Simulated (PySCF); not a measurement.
**Cl₃Si, charge +1, SMILES `Cl[Si+](Cl)Cl`: what the electrons do**

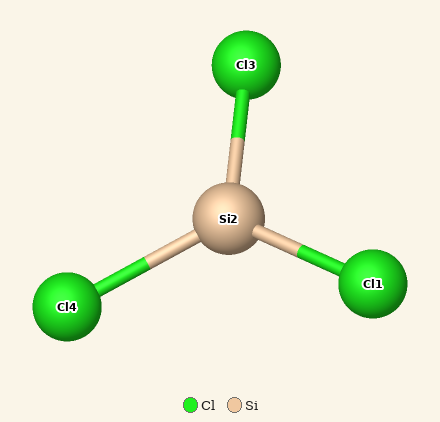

The molecule, with its atoms numbered as below. No frequency check shows the geometry to be a minimum.

Cartesian coordinates (Å):

```
Cl1     -0.3925    1.8994    0.0000
Si2      0.0001    0.0000    0.0000
Cl3     -1.4486   -1.2896    0.0000
Cl4      1.8411   -0.6098    0.0000
```

Part 1: Bonding charge

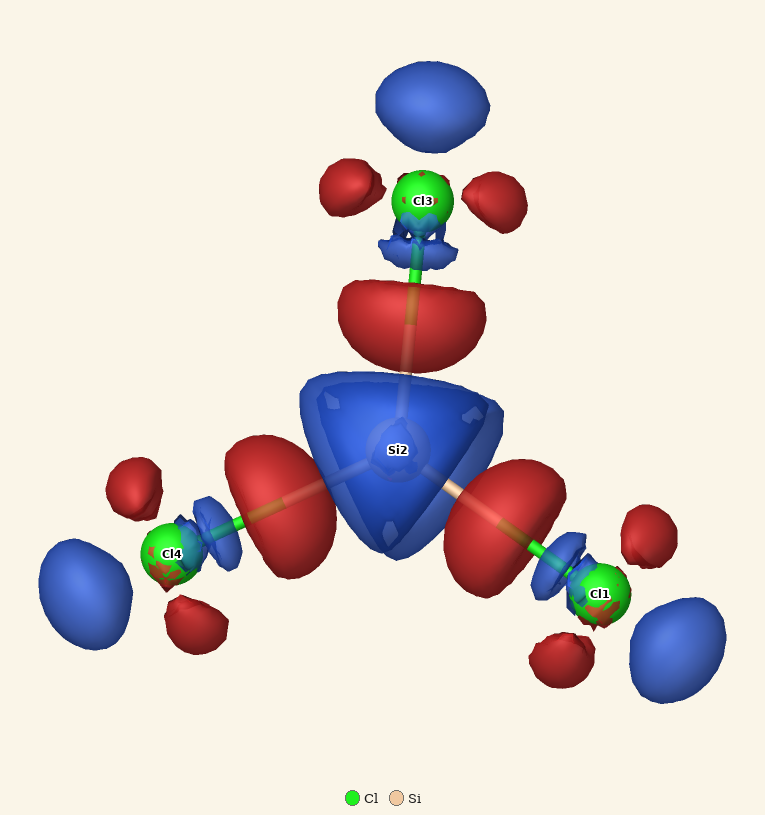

Deformation density (molecule less spherical, spin-averaged free atoms at the same positions), surfaces at ±0.07 e/Å³; red: gain, blue: loss.

Level of theory: PBE0/6-311+G** (PySCF), at a geometry from GFN2-xTB.

**Describe the bonding that the map shows.**

Si2–Cl4, Cl1–Si2 and Si2–Cl3: +0.14 e/Å³ at the bond critical point (bond length 1.94 Å). In all, 0.7 electrons gather in the regions of gain relative to the promolecule of neutral atoms (the regions of loss give up this much and the cation's charge besides). A small or negative value marks a very polar bond, one between electron-rich atoms, whose free-atom densities already overlap strongly, a long bond to a heavier atom, or a closed-shell contact such as a hydrogen bond.

**Where do the Hirshfeld charges lie?**

The highest Hirshfeld charge is on Si2 (+0.60 e), the lowest on Cl1, Cl3 and Cl4 (+0.13 e).

Part 2: Bond critical points

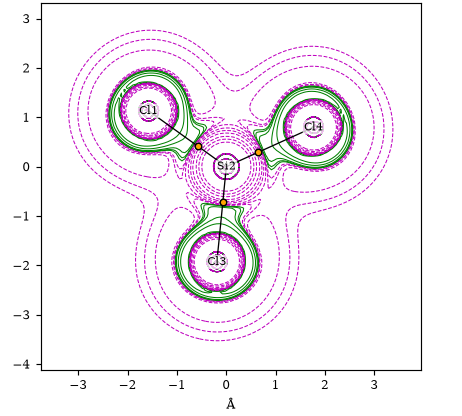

Negative Laplacian of the density (−∇²ρ) in the molecular plane (solid green lines positive, dashed magenta lines negative, contours at ±0.02 to ±8 a.u.), with bond paths and bond critical points (dots).

**Sort the bonds in the plane by the sign of ∇²ρ at their critical points.**

At none is it concentrated. Depleted (∇²ρ > 0): Si2–Cl4, Cl1–Si2 and Si2–Cl3 (+0.36 a.u., H = −0.075). A positive Laplacian with clearly negative H marks a strongly polar covalent bond, whose critical point lies close to the core of the less electronegative atom.

**Where along Si2–Cl4 does the critical point lie?**

0.71 Å from Si2 and 1.23 Å from Cl4.

Part 3: Local ionisation energy

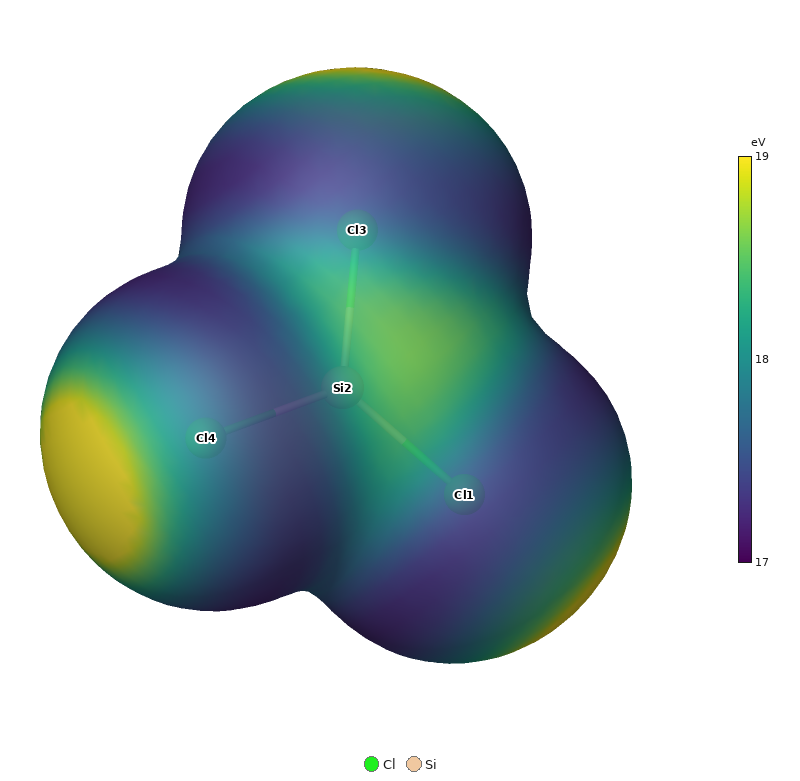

Average local ionisation energy on the surface of electron density 0.001 a.u.

**Locate the minima of the map.**

The lowest value is 17.2 eV, 2.1 Å from Cl4, and at like points elsewhere. For comparison, the highest occupied orbital lies at −15.6 eV.

**What volume does the surface enclose?**

About 105 Å³.

Part 4: In an electric field

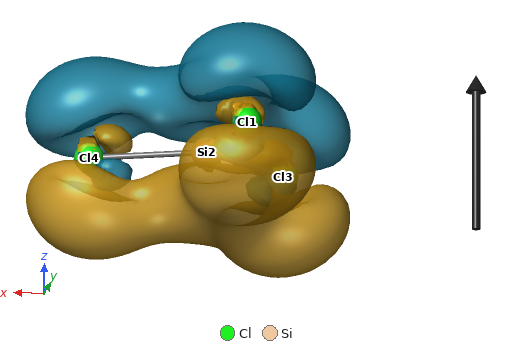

Change of the electron density in a uniform field of 0.41 V/Å along +z (arrow), surfaces at ±0.002 e/Å³ (yellow: gain, teal: loss).

Computed with PySCF, B3LYP/def2-SVPD, geometry: GFN2-xTB.

The field was applied in both directions; the picture shows the one opposite to the script's first.

**How large is the response?**

The induced dipole is 0.82 D (along the field); α along this axis, from the fields in both directions, is 40 bohr³ (6.0 Å³).

Part 5: Removing or adding an electron

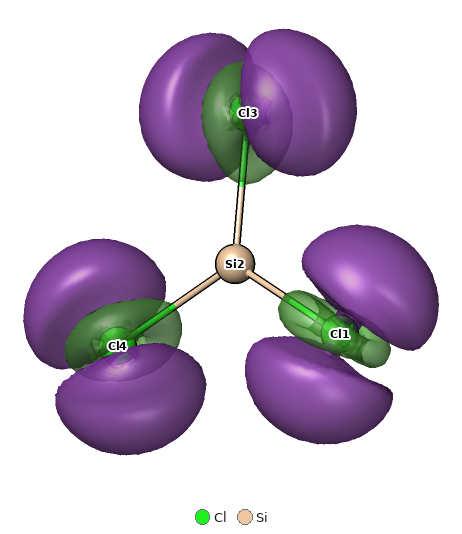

Fukui function f⁻ = ρ(N) − ρ(N−1) at fixed geometry, surfaces at ±0.02 e/Å³ (purple positive, green negative).

Method: PBE0/def2-SVP; geometry: GFN2-xTB; program: PySCF.

**On which atoms does the density change most on removal of an electron?**

f⁻ (Hirshfeld-condensed) is largest on Cl1, Cl3 and Cl4 (0.30 each); the vertical ionisation energy is 17.86 eV. Condensed values hint at sites of electrophilic attack but needn't mark the atom that reacts. Orbital relaxation makes it negative in places (0.10 e in all).

Part 6: Localised orbitals

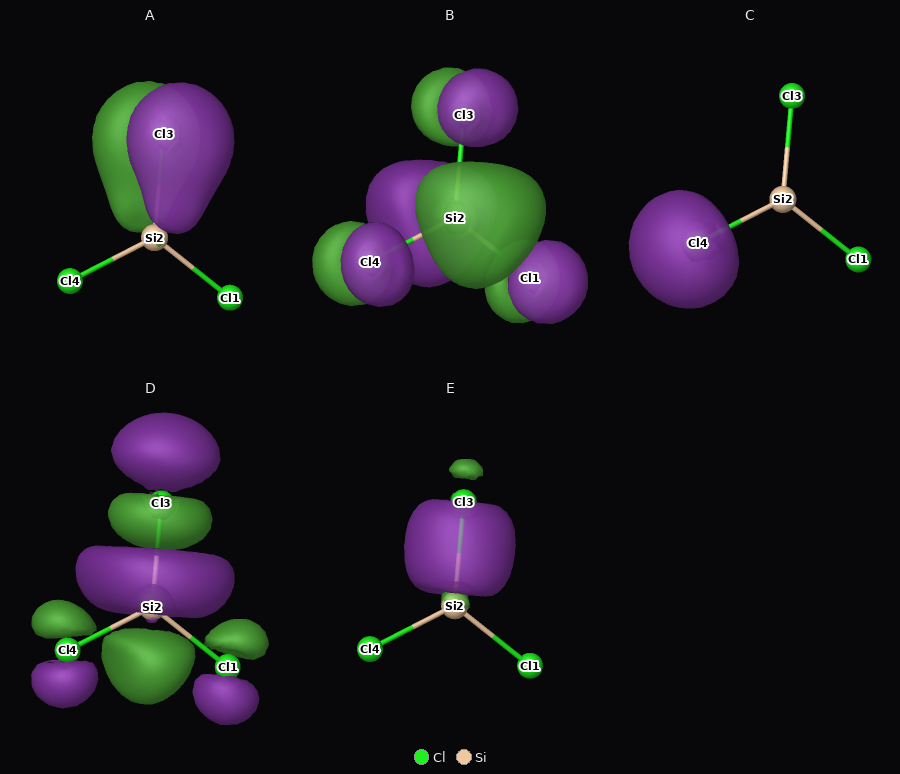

Intrinsic bond orbitals (IBO), occupied and valence-virtual; each surface holds about 80 % of the orbital's density. Energies are diagonal elements of the Fock matrix.

Method: LDA (SVWN)/def2-SVPD; geometry: GFN2-xTB; program: PySCF.

**Identify each orbital.**

By panel:
- A: lone pair on Cl3 (p-type) (Cl3 89 %, Si2 10 %; −15.3 eV)
- B: delocalised π* orbital mainly over Si2, Cl4, Cl1 and Cl3 (Si2 70 %, Cl4 10 %, Cl1 10 %; −9.0 eV)
- C: lone pair on Cl4 (s-type) (Cl4 99 %; −23.0 eV)
- D: σ* orbital Si2–Cl3 (Si2 61 %, Cl3 32 %, Cl4 4 %; −5.1 eV)
- E: σ bond Cl3–Si2 (Cl3 66 %, Si2 33 %; −23.1 eV)

The PySCF runs shown took 5.4 s, 10 s, 35 s and 3.5 s on 1 thread of Intel(R) Xeon(R) Platinum 8488C (Sapphire Rapids), with other jobs on the host.
